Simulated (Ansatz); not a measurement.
**BH4 (doublet): one geometry, many settings at distance B1–H4 along a hydrogen transfer = 1.339 Å**

Aim: run BH4 (doublet) at one geometry under a spread of methods and options, and see what each costs and gives.

The runs use Ansatz 0.2.0, Gaussian basis; the settings change from run to run.

10 further runs of the same task are left out: 1 that didn't finish, 9 set aside as unsound or not needed.

### 1 The system

The geometry derives from fragments relaxed apart (PBE0/def2-TZVP) and kept rigid, so it is no stationary point. A hydrogen atom is moved between rigid fragments.

5 atoms, charge 0, spin multiplicity 2.

Atoms are counted from 1 here; the program's logs count them from 0.

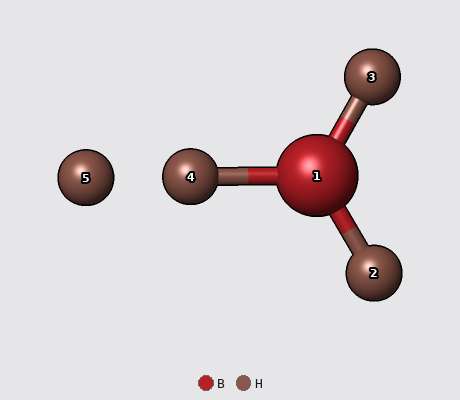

The structure; boron red, hydrogen brown; atoms are numbered from 1 in the order of the file.

### 2 CCSD/6-31G

Input file in.yaml:

```yaml
crystal:
  periodic: [false, false, false]
  atoms:
    - {symbol: B, position_ang: [-0.176189, 0.000000, 0.000000]}
    - {symbol: H, position_ang: [-0.772923, 1.033571, 0.000000]}
    - {symbol: H, position_ang: [-0.772922, -1.033571, 0.000000]}
    - {symbol: H, position_ang: [1.162811, 0.000000, 0.000000]}
    - {symbol: H, position_ang: [2.272811, 0.000000, 0.000000]}
basis:
  gaussian: {orbitals: 6-31G}
magnetization: {spin_polarized: false, initial_magnetization: 1}
hamiltonian: {xc: {name: B3LYP}}
correlation: {method: ccsd, electrons: all, diis_vectors: 1}
scf: {lower_state_search: off}
```

Run with:

```sh
> ansatz run in.yaml --threads 1 --pin off --events-out ev --progress --plain --max-ram 2393MiB
```

What it wrote, cut to the lines that bear on the results:

```text
Functional definition: B3LYP
  name "B3LYP"
  cite "Stephens, Devlin, Chabalowski & Frisch, J. Phys. Chem. 98, 11623 (1994) doi:10.1021/j100096a001"
  cite "Becke, Phys. Rev. A 38, 3098 (1988) doi:10.1103/PhysRevA.38.3098"
  cite "Lee, Yang & Parr, Phys. Rev. B 37, 785 (1988) doi:10.1103/PhysRevB.37.785"
  cite "Vosko, Wilk & Nusair, Can. J. Phys. 58, 1200 (1980) doi:10.1139/p80-159"
[...]
254 factors; integrals over basis functions are off by at most 4.9e-4 eV
[...]
mean field -737.26576740 eV, -27.0940172153 hartree, gradient 4.6e-6 eV, S^2 0.750000; 0 other end points of the search recorded, 0 dependent functions left out
reference -730.19905348 eV, -26.8343202686 hartree; 5, 4 occupied and 12, 13 virtual orbitals, 254 factors
second order -1.73364357 eV of doubles, -0.18122783 eV of singles
cycle   1  -2.28556975 eV  change   -3.7e-1 eV  update   4.3e-2
[...]
cycle  11  -2.43572953 eV  change    2.1e-6 eV  update   6.1e-6
Total energy: -732.63478301 eV, -26.9238316778 hartree
Checks for a lower state left out: stability, starts, cluster_reference, orbital_swaps, neighbouring_geometries, increment
```

It took 0.33 s on 1 thread of Arm Neoverse V2, shared host.

From the report: correlation -2.4357 eV; T1 0.020; largest double amplitude 0.05. The orbitals are Kohn-Sham ones, so correlation energy and T1 don't compare with those on Hartree-Fock orbitals.

### 3 MRCISD+Q(3,2)/6-31G*

Changes to in.yaml since step 2:

```diff
@@ -9,6 +9,5 @@
 basis:
-  gaussian: {orbitals: 6-31G}
+  gaussian: {orbitals: "6-31G*"}
 magnetization: {spin_polarized: false, initial_magnetization: 1}
-hamiltonian: {xc: {name: B3LYP}}
-correlation: {method: ccsd, electrons: all, diis_vectors: 1}
-scf: {lower_state_search: off}
+correlation: {method: fic_mrcisd_q, electrons: valence, active_space: {window: {electrons: 3, orbitals: 2}}}
+accuracy: high
```

Same command.

What it wrote, cut to the lines that bear on the results:

```text
Functional definition: HF
  name "HF"
  cite "Fock, Z. Phys. 61, 126 (1930) doi:10.1007/BF01340294"
  parent pbe
[...]
480 factors; integrals over basis functions are off by at most 3.4e-9 eV
[...]
mean field -730.67402815 eV, -26.8517752660 hartree, gradient 1.1e-8 eV, S^2 0.750000; 0 other end points of the search recorded, 0 dependent functions left out
reference -730.67402815 eV, -26.8517752660 hartree; 5, 4 occupied and 18, 19 virtual orbitals, 480 factors
state -730.67402815 eV, -26.8517752660 hartree
contracted CI cycle   1: correlation 0.00000000 eV, 0.0000000000 hartree, residual 1.29e1 eV
contracted CI cycle   2: correlation -2.63247769 eV, -0.0967417706 hartree, residual 2.10e0 eV
contracted CI cycle   3: correlation -2.72260922 eV, -0.1000540435 hartree, residual 5.65e-1 eV
contracted CI cycle   4: correlation -2.72965994 eV, -0.1003131524 hartree, residual 1.60e-1 eV
[...]
contracted CI cycle   6: correlation -2.73042146 eV, -0.1003411378 hartree, residual 2.17e-2 eV
contracted CI cycle   7: correlation -2.73043091 eV, -0.1003414853 hartree, residual 6.38e-3 eV
contracted CI cycle   8: correlation -2.73043165 eV, -0.1003415124 hartree, residual 1.66e-3 eV
contracted CI cycle   9: correlation -2.73043170 eV, -0.1003415142 hartree, residual 4.30e-4 eV
contracted CI cycle  10: correlation -2.73043170 eV, -0.1003415143 hartree, residual 1.38e-4 eV
contracted CI cycle  11: correlation -2.73043170 eV, -0.1003415144 hartree, residual 3.95e-5 eV
contracted CI cycle  12: correlation -2.73043170 eV, -0.1003415144 hartree, residual 1.14e-5 eV
contracted CI cycle  13: correlation -2.73043170 eV, -0.1003415144 hartree, residual 3.71e-6 eV
contracted CI cycle  14: correlation -2.73043170 eV, -0.1003415144 hartree, residual 1.16e-6 eV
state -730.67402815 eV, -26.8517752660 hartree; corrected -733.55967871 eV, -26.9578209681 hartree
WARN: 1 active orbitals are nearly empty or full. The corrections depend on them more than the energy does, and are more stable in an active space without them
Total energy: -733.55967871 eV, -26.9578209681 hartree
```

Run time: 0.33 s. Hardware: 1 thread of Arm Neoverse V2, shared host.

From the report: 1 determinant; active occupations 2.00, 1.00. The report marks this result as in doubt.

### 4 CCSD on UHF/6-31G*

Changes to in.yaml since step 3:

```diff
@@ -10,4 +10,4 @@
   gaussian: {orbitals: "6-31G*"}
-magnetization: {spin_polarized: false, initial_magnetization: 1}
-correlation: {method: fic_mrcisd_q, electrons: valence, active_space: {window: {electrons: 3, orbitals: 2}}}
-accuracy: high
+magnetization: {spin_polarized: true, initial_magnetization: 1}
+correlation: {method: ccsd, electrons: outside_noble_gas}
+output: {forces: true}
```

Launched as before.

What it wrote, cut to the lines that bear on the results:

```text
Functional definition: HF
  name "HF"
  cite "Fock, Z. Phys. 61, 126 (1930) doi:10.1007/BF01340294"
  parent pbe
[...]
267 factors; integrals over basis functions are off by at most 9.3e-4 eV
[...]
mean field -730.81585011 eV, -26.8569871267 hartree, gradient 2.0e-6 eV, S^2 0.768696; 0 other end points of the search recorded, 0 dependent functions left out
1 core orbitals not correlated: weight in the atoms' cores, before any rotation towards them, 1.000 or more for the frozen orbitals, at most 0.000 for the correlated occupied ones
reference -730.81585011 eV, -26.8569871267 hartree; 4, 3 occupied and 18, 19 virtual orbitals, 267 factors
second order -2.08835781 eV of doubles, -0.00000000 eV of singles
cycle   1  -2.49636897 eV  change   -4.1e-1 eV  update   4.8e-2
[...]
cycle  10  -2.68430928 eV  change   -1.3e-6 eV  update   1.2e-6
[...]
Total energy: -733.50015938 eV, -26.9556336731 hartree
Atom 0 at    -0.176189     0.000000     0.000000 Å, force     0.560883     0.000000    -0.000000 eV/Å
Atom 1 at    -0.772923     1.033571     0.000000 Å, force     0.079578     0.120092    -0.000000 eV/Å
Atom 2 at    -0.772922    -1.033571     0.000000 Å, force     0.079578    -0.120092    -0.000000 eV/Å
Atom 3 at     1.162811     0.000000     0.000000 Å, force    -1.574923    -0.000000     0.000000 eV/Å
Atom 4 at     2.272811     0.000000     0.000000 Å, force     0.854884     0.000000    -0.000000 eV/Å
Dipole moment:    -0.154288    -0.000000     0.000000 e Å
```

Wall time 0.33 s (1 thread of Arm Neoverse V2, shared host).

From the report: ⟨S²⟩ of the determinant 0.769 (pure doublet: 0.75); correlation -2.6843 eV; T1 0.012; largest double amplitude 0.05.

### 5 MRCISD+Q(1,5)/6-31G

Changes to in.yaml since step 4:

```diff
@@ -9,5 +9,4 @@
 basis:
-  gaussian: {orbitals: "6-31G*"}
-magnetization: {spin_polarized: true, initial_magnetization: 1}
-correlation: {method: ccsd, electrons: outside_noble_gas}
-output: {forces: true}
+  gaussian: {orbitals: 6-31G}
+magnetization: {spin_polarized: false, initial_magnetization: 1}
+correlation: {method: fic_mrcisd_q, electrons: outside_noble_gas, active_space: {window: {electrons: 1, orbitals: 5}, states: [{multiplicity: 2, weights: [1, 1, 1]}]}}
```

The command is unchanged.

What it wrote, cut to the lines that bear on the results:

```text
Functional definition: HF
  name "HF"
  cite "Fock, Z. Phys. 61, 126 (1930) doi:10.1007/BF01340294"
  parent pbe
[...]
385 factors; integrals over basis functions are off by at most 7.1e-8 eV
[...]
mean field -730.34260917 eV, -26.8395958430 hartree, gradient 2.0e-6 eV, S^2 0.750000; 3 other end points of the search recorded, 0 dependent functions left out
reference -730.34260917 eV, -26.8395958430 hartree; 5, 4 occupied and 12, 13 virtual orbitals, 385 factors
state -729.69932954 eV, -26.8159557526 hartree
state -727.50738061 eV, -26.7354031152 hartree
state -720.04165139 eV, -26.4610426269 hartree
contracted CI cycle   1: correlation 0.00000000 eV, 0.0000000000 hartree, residual 1.11e1 eV
contracted CI cycle   2: correlation -2.58684014 eV, -0.0950646217 hartree, residual 2.24e0 eV
contracted CI cycle   3: correlation -2.73712819 eV, -0.1005876056 hartree, residual 6.92e-1 eV
[...]
contracted CI cycle   8: correlation -2.73005015 eV, -0.1003274926 hartree, residual 2.98e-2 eV
contracted CI cycle   9: correlation -2.73007967 eV, -0.1003285772 hartree, residual 1.35e-2 eV
contracted CI cycle  10: correlation -2.73008430 eV, -0.1003287474 hartree, residual 4.87e-3 eV
contracted CI cycle  11: correlation -2.73008504 eV, -0.1003287746 hartree, residual 2.13e-3 eV
contracted CI cycle  12: correlation -2.73008537 eV, -0.1003287870 hartree, residual 2.47e-3 eV
contracted CI cycle  13: correlation -2.73008604 eV, -0.1003288114 hartree, residual 3.57e-3 eV
contracted CI cycle  14: correlation -2.73008657 eV, -0.1003288308 hartree, residual 1.95e-3 eV
contracted CI cycle  15: correlation -2.73008667 eV, -0.1003288347 hartree, residual 6.77e-4 eV
contracted CI cycle  16: correlation -2.73008669 eV, -0.1003288352 hartree, residual 2.29e-4 eV
state -720.04165139 eV, -26.4610426269 hartree; corrected -723.09649788 eV, -26.5733061648 hartree
WARN: 2 active orbitals are nearly empty or full. The corrections depend on them more than the energy does, and are more stable in an active space without them
Total energy: -728.81261656 eV, -26.7833696517 hartree
```

Run time: 0.87 s. Hardware: 1 thread of Arm Neoverse V2, shared host.

From the report: 3 determinants; active occupations (of the averaged states) 0.33, 0.33, 0.33, 0.00, 0.00. The report marks this result as in doubt.

### 6 NEVPT4(SD)(5,6)/def2-SVP

Changes to in.yaml since step 5:

```diff
@@ -9,4 +9,4 @@
 basis:
-  gaussian: {orbitals: 6-31G}
+  gaussian: {orbitals: def2-SVP, point_charges: [{charge: -1.00, position_ang: [7.231, -0.172, -0.778]}]}
 magnetization: {spin_polarized: false, initial_magnetization: 1}
-correlation: {method: fic_mrcisd_q, electrons: outside_noble_gas, active_space: {window: {electrons: 1, orbitals: 5}, states: [{multiplicity: 2, weights: [1, 1, 1]}]}}
+correlation: {method: fic_nevpt4_sd, electrons: outside_noble_gas, active_space: {window: {electrons: 5, orbitals: 6}}}
```

Launched as before.

What it wrote, cut to the lines that bear on the results:

```text
Functional definition: HF
  name "HF"
  cite "Fock, Z. Phys. 61, 126 (1930) doi:10.1007/BF01340294"
  parent pbe
[...]
352 factors; integrals over basis functions are off by at most 1.4e-3 eV
[...]
mean field -730.15243466 eV, -26.8326070585 hartree, gradient 9.4e-7 eV, S^2 0.750000; 1 other end points of the search recorded, 0 dependent functions left out
reference -730.15243466 eV, -26.8326070585 hartree; 5, 4 occupied and 29, 30 virtual orbitals, 352 factors
state -731.26993999 eV, -26.8736746220 hartree
state -731.26993999 eV, -26.8736746220 hartree; corrected -733.67860695 eV, -26.9621915001 hartree
state -731.26727387 eV, -26.8735766438 hartree
state -731.26727387 eV, -26.8735766438 hartree; corrected -733.67951134 eV, -26.9622247359 hartree
state -731.26727387 eV, -26.8735766438 hartree; corrected -733.67951134 eV, -26.9622247359 hartree
the orbitals are reached from a further start. From the first start the search ends at -731.26993056 eV, -26.8736742755 hartree
WARN: the results are in doubt because another end's mean lies 0.003 eV lower, and its corrected mean 0.001 eV higher
Total energy: -733.67951134 eV, -26.9622247359 hartree
In doubt: another end's mean lies 0.003 eV lower, and its corrected mean 0.001 eV higher
```

It took 1.6 s on 1 thread of Arm Neoverse V2, shared host.

From the report: 300 determinants; active occupations 1.98, 1.97, 1.00, 0.03, 0.02, 0.01. Mind the lines of doubt at the end of the log.

### 7 CCSDT(Q) on UHF/6-31G

Input file in.yaml:

```yaml
crystal:
  periodic: [false, false, false]
  atoms:
    - {symbol: B, position_ang: [-0.176189, 0.000000, 0.000000]}
    - {symbol: H, position_ang: [-0.772923, 1.033571, 0.000000]}
    - {symbol: H, position_ang: [-0.772922, -1.033571, 0.000000]}
    - {symbol: H, position_ang: [1.162811, 0.000000, 0.000000]}
    - {symbol: H, position_ang: [2.272811, 0.000000, 0.000000]}
basis:
  gaussian: {orbitals: 6-31G}
magnetization: {spin_polarized: true, initial_magnetization: 1}
correlation: {method: ccsdt_q, electrons: valence}
accuracy: high
```

Launched as before.

What it wrote, cut to the lines that bear on the results:

```text
Functional definition: HF
  name "HF"
  cite "Fock, Z. Phys. 61, 126 (1930) doi:10.1007/BF01340294"
  parent pbe
[...]
405 factors; integrals over basis functions are off by at most 3.2e-9 eV
[...]
mean field -730.48247792 eV, -26.8447359249 hartree, gradient 2.4e-8 eV, S^2 0.769024; 2 other end points of the search recorded, 0 dependent functions left out
determinant -730.48247792 eV, -26.8447359249 hartree, with singles and doubles -732.60671475 eV, -26.9228001885 hartree
determinant -727.79468117 eV, -26.7459612159 hartree, with singles and doubles -730.51846939 eV, -26.8460585870 hartree
1 core orbitals not correlated: weight in the atoms' cores, before any rotation towards them, 1.000 or more for the frozen orbitals, at most 0.000 for the correlated occupied ones
reference -730.48247792 eV, -26.8447359249 hartree; 4, 3 occupied and 12, 13 virtual orbitals, 405 factors
second order -1.58149104 eV of doubles, -0.00000000 eV of singles
cycle   1  -1.94550128 eV  change   -3.6e-1 eV  update   4.7e-2
[...]
cycle  22  -2.16181962 eV  change  -4.5e-11 eV  update  3.8e-10
perturbative correction -0.00062551 eV, -0.0000229872 hartree
Total energy: -732.64492306 eV, -26.9242043178 hartree
```

Run time: 1.9 s. Hardware: 1 thread of Arm Neoverse V2, shared host.

From the report: ⟨S²⟩ of the determinant 0.769 (pure doublet: 0.75); correlation -2.1624 eV; T1 0.010; largest double amplitude 0.05.

### 8 CCSDT(Q)/B/6-31G

Changes to in.yaml since step 7:

```diff
@@ -11,3 +11,4 @@
 magnetization: {spin_polarized: true, initial_magnetization: 1}
-correlation: {method: ccsdt_q, electrons: valence}
-accuracy: high
+hamiltonian: {xc: {name: PBE0}}
+correlation: {method: ccsdt_q_b, electrons: outside_noble_gas}
+output: {forces: true}
```

The command is unchanged.

What it wrote, cut to the lines that bear on the results:

```text
Functional definition: PBE0
  name "PBE0"
  cite "Adamo & Barone, J. Chem. Phys. 110, 6158 (1999) doi:10.1063/1.478522"
  cite "Perdew, Burke & Ernzerhof, Phys. Rev. Lett. 77, 3865 (1996) doi:10.1103/PhysRevLett.77.3865"
  parent pbe
[...]
385 factors; integrals over basis functions are off by at most 7.1e-8 eV
[...]
mean field -735.68020153 eV, -27.0357487443 hartree, gradient 8.5e-6 eV, S^2 0.756277; 0 other end points of the search recorded, 0 dependent functions left out
1 core orbitals not correlated: weight in the atoms' cores, before any rotation towards them, 1.000 or more for the frozen orbitals, at most 0.000 for the correlated occupied ones
reference -730.36308487 eV, -26.8403483112 hartree; 4, 3 occupied and 12, 13 virtual orbitals, 385 factors
second order -1.64858489 eV of doubles, -0.07174583 eV of singles
cycle   1  -2.07496162 eV  change   -3.6e-1 eV  update   4.5e-2
[...]
cycle  12  -2.26830177 eV  change    1.4e-7 eV  update   4.7e-7
perturbative correction -0.00073053 eV, -0.0000268464 hartree
[...]
Total energy: -732.63211717 eV, -26.9237337103 hartree
Atom 0 at    -0.176189     0.000000     0.000000 Å, force     0.522520     0.000000    -0.000000 eV/Å
Atom 1 at    -0.772923     1.033571     0.000000 Å, force    -0.026572     0.305426    -0.000000 eV/Å
Atom 2 at    -0.772922    -1.033571     0.000000 Å, force    -0.026572    -0.305426    -0.000000 eV/Å
Atom 3 at     1.162811     0.000000     0.000000 Å, force    -1.262691    -0.000000     0.000000 eV/Å
Atom 4 at     2.272811     0.000000     0.000000 Å, force     0.793315     0.000000    -0.000000 eV/Å
Dipole moment:    -0.155029    -0.000000     0.000000 e Å
```

Wall time 6 s (1 thread of Arm Neoverse V2, shared host).

From the report: ⟨S²⟩ of the determinant 0.756 (pure doublet: 0.75); correlation -2.2690 eV; T1 0.012; largest double amplitude 0.05. The orbitals are Kohn-Sham ones, so correlation energy and T1 don't compare with those on Hartree-Fock orbitals.

### 9 CCSDTQ/STO-3G

Changes to in.yaml since step 8:

```diff
@@ -9,6 +9,6 @@
 basis:
-  gaussian: {orbitals: 6-31G}
+  gaussian: {orbitals: STO-3G}
 magnetization: {spin_polarized: true, initial_magnetization: 1}
-hamiltonian: {xc: {name: PBE0}}
-correlation: {method: ccsdt_q_b, electrons: outside_noble_gas}
+hamiltonian: {xc: {name: r2SCAN}, pseudopotentials: {relativity: scalar}}
+correlation: {method: ccsdtq, electrons: all, diis_vectors: 2}
 output: {forces: true}
```

Same command.

What it wrote, cut to the lines that bear on the results:

```text
Functional definition: r2SCAN
  name "r2SCAN"
  cite "Furness, Kaplan, Ning, Perdew & Sun, J. Phys. Chem. Lett. 11, 8208 (2020) doi:10.1021/acs.jpclett.0c02405"
  cite "Furness, Kaplan, Ning, Perdew & Sun, J. Phys. Chem. Lett. 11, 9248 (2020) doi:10.1021/acs.jpclett.0c03077"
  parent r2scan
[...]
125 factors; integrals over basis functions are off by at most 3.3e-8 eV
[...]
mean field -727.07367086 eV, -26.7194645759 hartree, gradient 7.5e-7 eV, S^2 0.757616; 1 other end points of the search recorded, 0 dependent functions left out
reference -721.07663744 eV, -26.4990776627 hartree; 5, 4 occupied and 4, 5 virtual orbitals, 125 factors
second order -1.10057450 eV of doubles, -0.07348276 eV of singles
cycle   1  -1.52322793 eV  change   -3.5e-1 eV  update   4.7e-2
[...]
cycle  12  -1.74066147 eV  change   -4.7e-7 eV  update   9.6e-7
[...]
Total energy: -722.81729891 eV, -26.5630457917 hartree
Relativity: scalar
Atom 0 at    -0.176189     0.000000     0.000000 Å, force     0.707060     0.000000     0.000000 eV/Å
Atom 1 at    -0.772923     1.033571     0.000000 Å, force     0.166229    -0.184646    -0.000000 eV/Å
Atom 2 at    -0.772922    -1.033571     0.000000 Å, force     0.166229     0.184646     0.000000 eV/Å
Atom 3 at     1.162811     0.000000     0.000000 Å, force    -1.767644    -0.000000     0.000000 eV/Å
Atom 4 at     2.272811     0.000000     0.000000 Å, force     0.728126     0.000000    -0.000000 eV/Å
Dipole moment:    -0.026122    -0.000000    -0.000000 e Å
```

Wall time 41 s (1 thread of Arm Neoverse V2, shared host); peak memory 0.32 GiB.

From the report: ⟨S²⟩ of the determinant 0.758 (pure doublet: 0.75); correlation -1.7407 eV; T1 0.012; largest double amplitude 0.08. The orbitals are Kohn-Sham ones, so correlation energy and T1 don't compare with those on Hartree-Fock orbitals.

### 10 All runs side by side

Where basis and cores are those of an earlier FCI/6-31G run (-732.6451 eV), and the state is the same kind, the miss against it is given. † marks a result that the program doubts.

```csv
level,correlated,functions,energy (eV),from FCI (meV),time
CCSD/6-31G (on B3LYP orbitals),all,17,-732.6348,,0.33 s
"MRCISD+Q(3,2)/6-31G* †",valence,23,-733.5597,,0.33 s
CCSD on UHF/6-31G*,outside noble gas,23,-733.5002,,0.33 s
"MRCISD+Q(1,5)/6-31G (mean of several states) †",outside noble gas,17,-728.8126,,0.87 s
"NEVPT4(SD)(5,6)/def2-SVP (beside a point charge) †",outside noble gas,34,-733.6795,,1.6 s
CCSDT(Q) on UHF/6-31G,valence,17,-732.6449,0.2,1.9 s
CCSDT(Q)/B/6-31G (on PBE0 orbitals),outside noble gas,17,-732.6321,13.0,6 s
"CCSDTQ/STO-3G (on r2SCAN orbitals, relativity set)",all,9,-722.8173,,41 s
```

### 11 Results

| quantity | value |
| --- | --- |
| runs | 8 |
| quickest | CCSD/6-31G (on B3LYP orbitals), 0.33 s |
| slowest | CCSDTQ/STO-3G (on r2SCAN orbitals, relativity set), 41 s |

**Reading.** Total energies in different bases, with other cores or another treatment of relativity can't be set against each other. CCSDTQ/STO-3G (on r2SCAN orbitals, relativity set) took 124 times as long as CCSD/6-31G (on B3LYP orbitals); the jobs differ in more than the method. Among the correlated runs with a miss given, it spans +0 to +13 meV. Cores frozen from Kohn-Sham orbitals shift the total energy.
